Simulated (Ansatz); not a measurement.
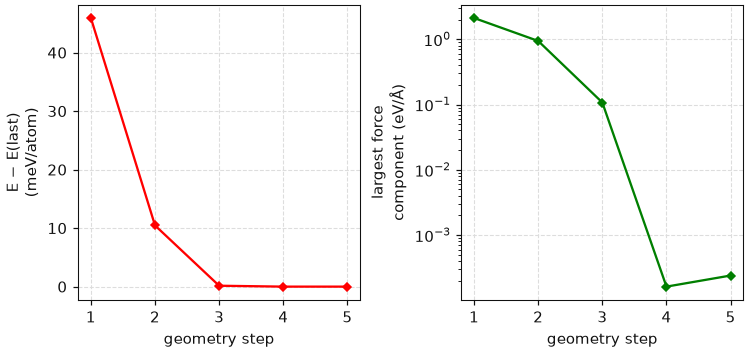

History of a geometry optimisation. Only the atoms move.

The run: GaBi$_{3}$F$_{6}$ (Fm-3m, 10 atoms in the cell), by Ansatz 0.2.0, DFT, PAW plane waves, r2SCAN; cutoff 500 eV, 7×7×7 k-mesh, Fermi–Dirac smearing of 0.1 eV.

**How did it end, and what did it gain?**

The optimisation met its thresholds at geometry 5, counting the start as the first. The energy fell by about 46 meV/atom from the first step to the last. The largest force component goes from about 2.1 eV/Å at the start to 2.4 × 10⁻⁴ eV/Å at the end.
